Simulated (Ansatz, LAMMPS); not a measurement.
## Relaxing amorphous Ge (61 atoms)

Aim: bring amorphous Ge (61 atoms) to a nearby minimum of the energy and see what moves.

Method: Kohn-Sham DFT, PBEsol, PAW (set soft_2), plane waves, in Ansatz 0.2.0.

## Step 1: The structure

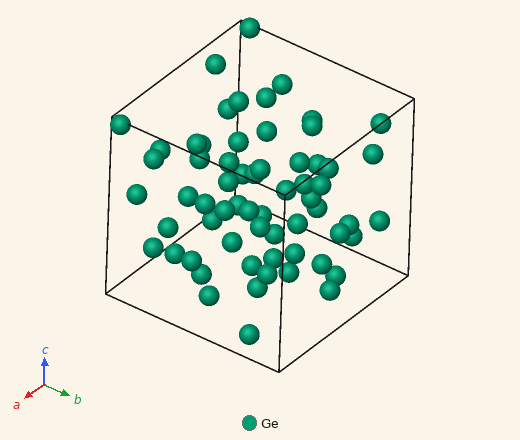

Start, viewed from a free direction; germanium teal. Some periodic images of atoms are drawn too.

The cell holds 61 atoms: 61 Ge. Cell: a = 11.512 Å, b = 11.512 Å, c = 11.512 Å, α = 90.0°, β = 90.0°, γ = 90.0°. 61 atoms (61 Ge) placed at random at 4.82 g/cm³, melted at 3500 K for 10 ps at fixed volume with the Tersoff potential (Tersoff, Phys. Rev. B 39, 5566 (1989)). Quenched from 3500 K to 100 K at 5 K/ps and fixed volume, held 5 ps, then minimised at fixed cell.

Limits known from the start: The quench rate of 5 K/ps is many orders above laboratory rates, so the cell is likely richer in defects and strain than a real sample. The network of bonds at the start is that of the classical potential that made the cell. Only the Γ point is sampled, in a cell whose shortest periodic width is 12 Å.

## Step 2: Single point at the start

The forces at the start show how far the geometry lies from a minimum of this functional.

Input file input.yaml:

```yaml
crystal:
  lattice:
    - [11.5121, 0.0, 0.0]
    - [0.0, 11.5121, 0.0]
    - [0.0, 0.0, 11.5121]
  atoms:
    - { symbol: Ge, position: [0.21254, 0.51305, 0.53984] }
    - { symbol: Ge, position: [0.3725, 0.37445, 0.50178] }
    - { symbol: Ge, position: [0.6875, 0.5744, 0.55275] }
    - { symbol: Ge, position: [0.65961, 0.26455, 0.69451] }
    [... 51 atom lines left out ...]
    - { symbol: Ge, position: [0.29793, 0.63755, 0.84881] }
    - { symbol: Ge, position: [0.6211, 0.3208, 0.35341] }
    - { symbol: Ge, position: [0.7393, 0.36101, 0.52564] }
    - { symbol: Ge, position: [0.89369, 0.83785, 0.42468] }
    - { symbol: Ge, position: [0.56273, 0.79473, 0.73376] }
    - { symbol: Ge, position: [0.82317, 0.5489, 0.88982] }
kpoints:
  mp_grid: { grid: [1, 1, 1] }
hamiltonian:
  xc: pbesol
scf:
  occupations: { method: gaussian, width: 0.05 }
output:
  forces: true
  stress: true
  populations: true
  dos:
    method: { smearing: { sigma: 0.15 } }
    de: 0.1
    projected: { site_lists: { Ge: [Ge] } }
  eigenvalues: true
```

The run is started by

```sh
$ ansatz run input.yaml --threads 4 --pin off --max-ram 8192MiB --backend cpu --events-out ev --progress --plain --runs-dir out
```

Elapsed: 33 s, on 4 threads of Arm Neoverse V1, shared host; peak memory 2.2 GiB; 2.1 min of CPU time.

Read from the output:

| Item | Value |
| --- | --- |
| free energy | -259448.7818 eV |
| free energy per atom | -4253.2587 eV/atom |
| SCF cycles | 11 |
| pressure | -2.377 GPa |
| r.m.s. force component | 0.2191 eV/Å |
| longest force | 0.8292 eV/Å |
| Fermi energy | 6.934 eV |
| levels partly filled by over 2 per cent | 2 |
| spilling of the projection | 0.001573 |

The r.m.s. force component of 0.22 eV/Å and the pressure of -2.4 GPa set the starting point.

Neighbours are counted within 2.98 Å (Ge-Ge).

Length of the force by element and coordination:

| element | coordination | atoms | mean length of the force (eV/Å) | spread | least | most |
| --- | --- | --- | --- | --- | --- | --- |
| Ge | all | 61 | 0.332 | 0.184 | 0.0613 | 0.829 |
| Ge | 3 | 1 | 0.437 | 0 | 0.437 | 0.437 |
| Ge | 4 | 55 | 0.309 | 0.165 | 0.0613 | 0.829 |
| Ge | 5 | 5 | 0.563 | 0.227 | 0.205 | 0.784 |

## Step 3: Relaxation

The atoms are relaxed in the fixed cell, aiming at the force tolerance of the input.

input.yaml, the sections that differ from step 2:

```yaml
output:
  forces: true
relax:
  f_tol: 0.05
  max_steps: 200
# crystal, kpoints, hamiltonian, scf: as in step 2
```

Elapsed: 3.2 min, on 4 threads; peak memory 2.2 GiB; 12 min of CPU time.

The steps of the relaxation:

```csv
step,energy less that of the first step (eV),largest force component (eV/Å)
1,0.0000,0.6946
2,-0.8425,0.3504
3,-1.1049,0.2519
4,-1.1898,0.2049
5,-1.2243,0.1770
6,-1.2530,0.1240
7,-1.2750,0.1277
8,-1.3058,0.1170
9,-1.3481,0.1250
10,-1.3882,0.0826
11,-1.4001,0.1045
12,-1.4105,0.0418
13,-1.4105,0.0418
```

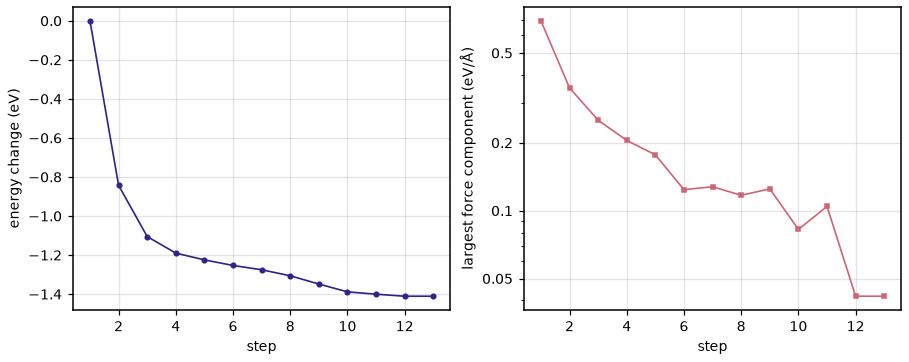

Energy and largest force along the relaxation.

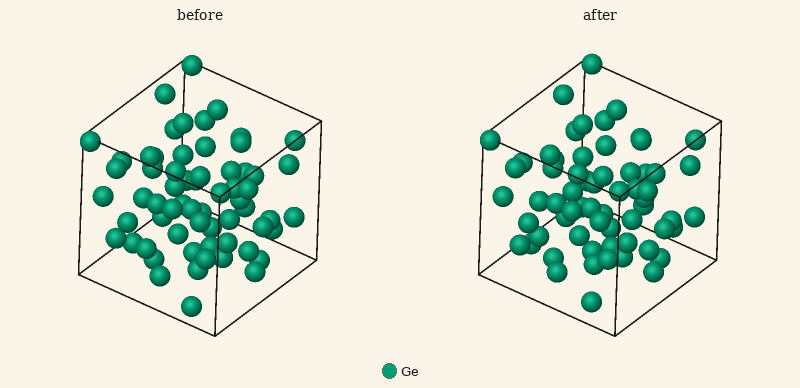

The structure before and after the relaxation, drawn at the same scale.

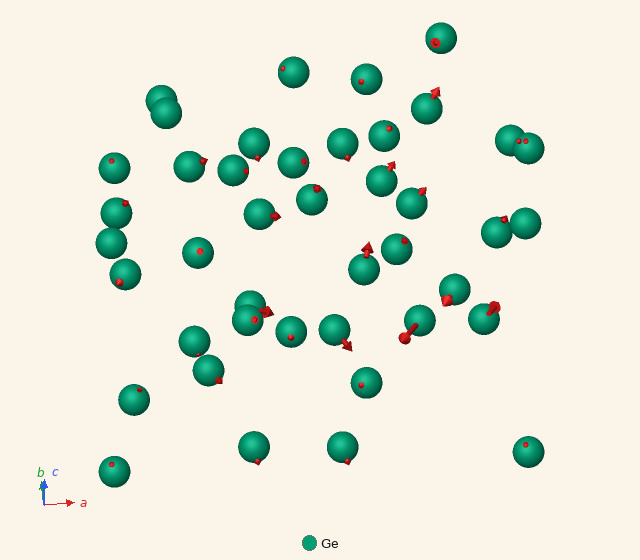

Displacements in the relaxation, exaggerated; the longest in the cell stands for 1.10 Å. Drawn is a slice 7 Å thick, seen at a slant to the ac plane.

The atoms that moved most (Å):

```
atom      dx      dy      dz  length
Ge46  -0.411  -0.952   0.363   1.099
Ge12   0.277   0.550  -0.165   0.637
Ge31   0.015  -0.319   0.294   0.434
Ge18  -0.191  -0.383   0.042   0.430
Ge57   0.095   0.361   0.183   0.416
 Ge8   0.331   0.052  -0.232   0.408
Ge54  -0.285  -0.222   0.121   0.381
Ge38   0.219  -0.175  -0.234   0.365
```

The relaxation changed the energy by -23.1 meV/atom, and atoms moved by 0.26 Å r.m.s., 1.1 Å at most.

## Step 4: Structure statistics after relaxation

Bonds before and after, by the cutoffs listed below:

| pair | bonds before | bonds after | mean before (Å) | mean after (Å) | spread before (Å) | spread after (Å) |
| --- | --- | --- | --- | --- | --- | --- |
| Ge-Ge | 124 | 120 | 2.540 | 2.537 | 0.079 | 0.065 |

Density 4.82 g/cm³, 25.01 Å³ an atom.

Pair distribution function in bins of 0.2 Å:

| r (Å) | total |
| --- | --- |
| 2.40 | 1.77 |
| 2.60 | 4.18 |
| 2.80 | 0.13 |
| 3.00 | 0.25 |
| 3.20 | 0.13 |
| 3.40 | 0.17 |
| 3.60 | 0.45 |
| 3.80 | 1.54 |
| 4.00 | 1.67 |
| 4.20 | 2.00 |
| 4.40 | 1.39 |
| 4.60 | 0.82 |
| 4.80 | 0.80 |
| 5.00 | 0.82 |
| 5.20 | 0.97 |
| 5.40 | 0.86 |
| 5.60 | 0.82 |

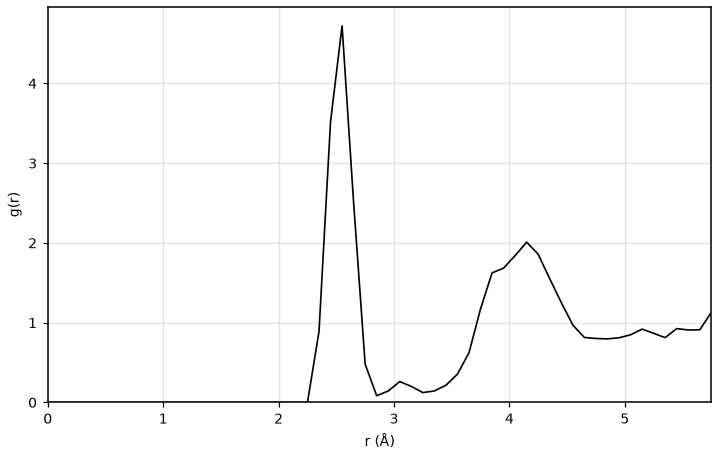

Pair distribution functions, lightly smoothed.

Bonds by pair of elements; cutoffs follow the first minimum of g(r), held within bounds set by covalent radii, and pairs that aren't listed don't count as bonded:

```
pair A-B  cutoff (Å)  bonds  mean length (Å)  spread (Å)  shortest (Å)  B about A  A about B
   Ge-Ge        2.88    120             2.54       0.065           2.4       3.93       3.93
```

How many atoms have how many bonded neighbours:

```
element  mean  2  3   4
     Ge  3.93  1  2  58
```

Bond angles, per cent of each kind in bins of 5°:

```
angle (°)  Ge-Ge-Ge
    70–75       0.6
    75–80       0.8
    80–85       0.6
    85–90       2.0
    90–95       5.1
   95–100      13.0
  100–105      16.1
  105–110      16.9
  110–115      17.2
  115–120      11.5
  120–125       8.5
  125–130       3.9
  130–135       1.4
  135–140       1.4
  140–145       0.6
  145–150       0.3
  150–155       0.0
  155–160       0.3
```

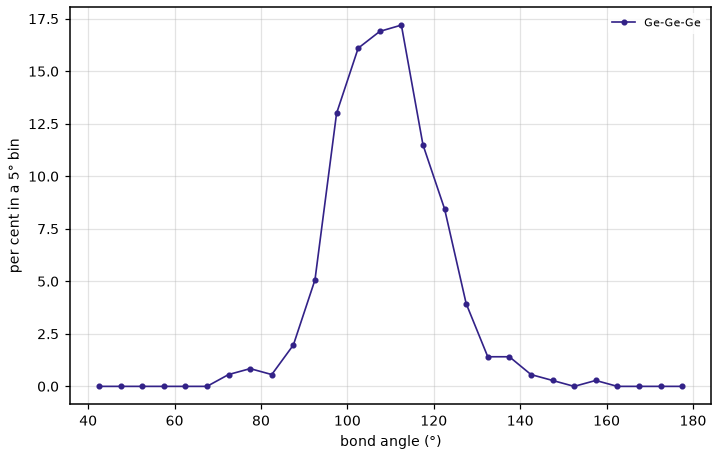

Distributions of the most common bond angles.

Bond angles (no mean is given where the spread exceeds 20°):

```
   angle  count  mean (°)  spread (°)
Ge-Ge-Ge    355       109        11.8
```

Bond length by coordination (bonds to H left out):

```csv
element,coordination,atoms,mean bond length (Å)
Ge,2,1,2.65
Ge,3,2,2.49
Ge,4,58,2.54
```

Rings of the network by King's shortest-path rule, up to 12 atoms, one path for each pair of neighbours; H, halogens, alkali and alkaline-earth atoms are left out, and the last column divides by all other atoms, bonded or not:

```
ring size (atoms)  rings  per network atom
                4      3             0.049
                5     23             0.377
                6     39             0.639
                7     34             0.557
                8      3             0.049
                9      1             0.016
```

The first maximum of g(r) stands at about 2.5 Å. Counting bonds as in the table, 95 % of Ge atoms have 4 bonded neighbours. The Ge-Ge-Ge angle averages 109° with a spread of 12°. Rings of 6 atoms are the most common (38 % of those counted); sizes run from 4 to 9.

## Step 5: Single point at the relaxed geometry

The electronic structure is read at the final geometry, in a run of its own.

Input file input.yaml:

```yaml
crystal:
  lattice:
    - [11.5121, 0.0, 0.0]
    - [0.0, 11.5121, 0.0]
    - [0.0, 0.0, 11.5121]
  atoms:
    - { symbol: Ge, position: [0.22802, 0.51972, 0.54074] }
    - { symbol: Ge, position: [0.39388, 0.37738, 0.49355] }
    - { symbol: Ge, position: [0.6912, 0.57184, 0.56259] }
    - { symbol: Ge, position: [0.67348, 0.27604, 0.70975] }
    [... 51 atom lines left out ...]
    - { symbol: Ge, position: [0.2896, 0.63328, 0.85757] }
    - { symbol: Ge, position: [0.62935, 0.35217, 0.36931] }
    - { symbol: Ge, position: [0.75252, 0.36667, 0.53942] }
    - { symbol: Ge, position: [0.88178, 0.84633, 0.41998] }
    - { symbol: Ge, position: [0.55795, 0.80351, 0.72817] }
    - { symbol: Ge, position: [0.816, 0.56162, 0.86937] }
kpoints:
  mp_grid: { grid: [1, 1, 1] }
hamiltonian:
  xc: pbesol
scf:
  occupations: { method: gaussian, width: 0.05 }
output:
  forces: true
  stress: true
  populations: true
  dos:
    method: { smearing: { sigma: 0.15 } }
    de: 0.1
    projected: { site_lists: { Ge: [Ge] } }
  eigenvalues: true
  write_density: true
  write_potential: true
  volumetric_format: npy
```

Wall time 40 s (4 threads); peak memory 2.2 GiB; 2.6 min of CPU time.

The run gave:

| Property | Result |
| --- | --- |
| free energy | -259450.1923 eV |
| free energy per atom | -4253.2818 eV/atom |
| SCF cycles | 13 |
| pressure | -2.672 GPa |
| r.m.s. force component | 0.01344 eV/Å |
| longest force | 0.05049 eV/Å |
| Fermi energy | 6.956 eV |
| gap (highest filled to lowest empty level) | 0.4107 eV |
| spilling of the projection | 0.001559 |

The mean of these charges, 0.022 e, is only the charge that the projection spills.

Löwdin charges by element and coordination (they lack the spilled electrons, 0.022 e an atom on average):

```csv
element,coordination,atoms,mean charge (e),spread,least,most
Ge,all,61,0.0218,0.0226,-0.029,0.123
Ge,2,1,0.0557,0,0.0557,0.0557
Ge,3,2,0.0999,0.0236,0.0762,0.123
Ge,4,58,0.0185,0.0167,-0.029,0.0546
```

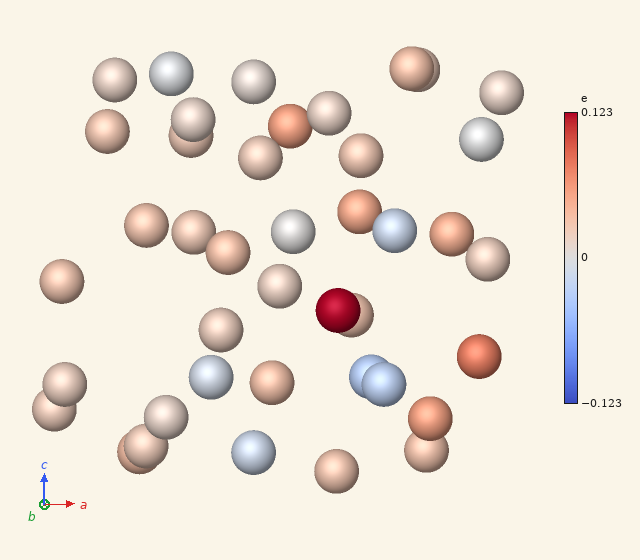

Atoms coloured by Löwdin charge. Drawn is a slice 7 Å thick, seen along the normal of the ac plane.

States in the cell by windows of 1 eV, zero at the Fermi level; the larger projections on atomic orbitals stand beside the total:

```csv
from (eV),to (eV),total,Ge p,Ge s
-10,-9,17.1,4.9,12.2
-9,-8,16.4,5.1,11.3
-8,-7,19.1,6.6,12.4
-7,-6,15.6,6.6,8.9
-6,-5,13.6,6.7,6.9
-5,-4,9.7,6.2,3.4
-4,-3,25.8,24.1,1.5
-3,-2,31.3,28.7,2.4
-2,-1,42.6,39.8,2.4
-1,0,20.8,18.8,1.8
0,1,16.2,11.6,4.1
1,2,30.6,21.5,7.4
2,3,34.7,25.8,5.8
3,4,37.5,28.2,4.5
4,5,39.0,28.3,3.5
```

Between -26 and -10 eV lie 642 more states.

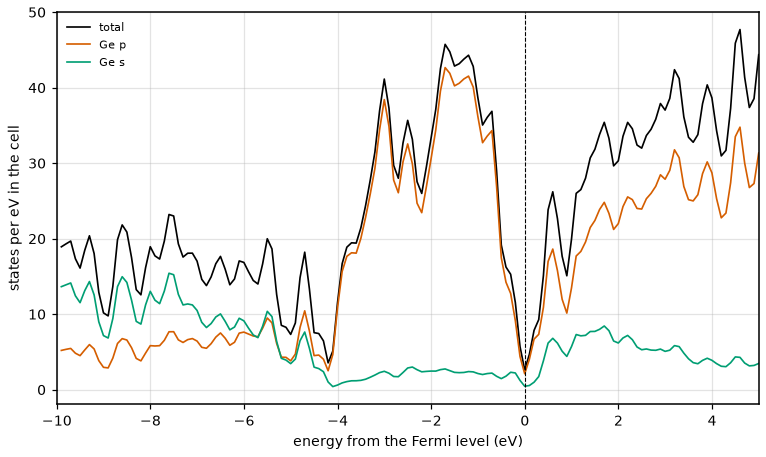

Total and projected density of states, with the broadening of the input.

The levels nearest the highest filled one (over half full), pooled over k-points and spins:

```csv
level less the highest filled one (eV),occupation
-0.460,2
-0.456,2
-0.409,2
-0.238,2
-0.127,2
0,2
0.411,0
0.664,0
0.704,0
0.787,0
0.840,0
0.939,0
```

Löwdin charges run from -0.03 to +0.12 e, about a mean that is the spilled charge alone. The largest share in the top eV of filled states is Ge p (93 % of the projected weight), and in the lowest eV of empty states Ge p (73 % of the projected weight).

## Step 6: Summary of results

```
energy change in the relaxation                  : -23.12 meV/atom
r.m.s. displacement                              : 0.262 Å
largest displacement                             : 1.099 Å
free energy per atom                             : -4253.2818 eV/atom
pressure                                         : -2.672 GPa
r.m.s. force component                           : 0.01344 eV/Å
gap (highest filled to lowest empty level) : 0.4107 eV
wall time of the 3 DFT runs                      : 4.4 min
```

In words: Relaxation lowers the energy by 23.1 meV/atom and moves atoms by 0.26 Å r.m.s.; the r.m.s. force component goes from 0.22 to 0.013 eV/Å, the pressure goes from -2.4 to -2.7 GPa. By the final cutoffs 5 of 124 bonded pairs parted and 1 joined. First to last step the energy falls by 1.411 eV; the largest move, 1.10 Å, is that of Ge46. The Ge-Ge bonds go from 2.540 Å (spread 0.079) to 2.537 Å (spread 0.065), and their number from 124 to 120. Counting bonds as in the table, 95 % of Ge atoms have 4 bonded neighbours. The highest filled and lowest empty levels differ by 0.411 eV (at Γ alone); a semilocal functional tends to put such gaps too low. In a disordered cell it changes from sample to sample, and tail or defect levels can set it.

What to keep in mind: The network of bonds at the start is that of the classical potential that made the cell; in DFT 5 of its 124 bonded pairs passed out of the cutoffs and 1 came within them. The pressure of -2.7 GPa says that the cell would shrink at this level of theory.

[Logs are printed without paths, hosts, clocks, repeated set-up lines and the standing remarks that a program may print on its own settings, such as how far it seeks lower states.]

[Hosts, paths, dates, database ids (printed as entryN), source tags and the programs' standing remarks are cut or masked in the printed files.]
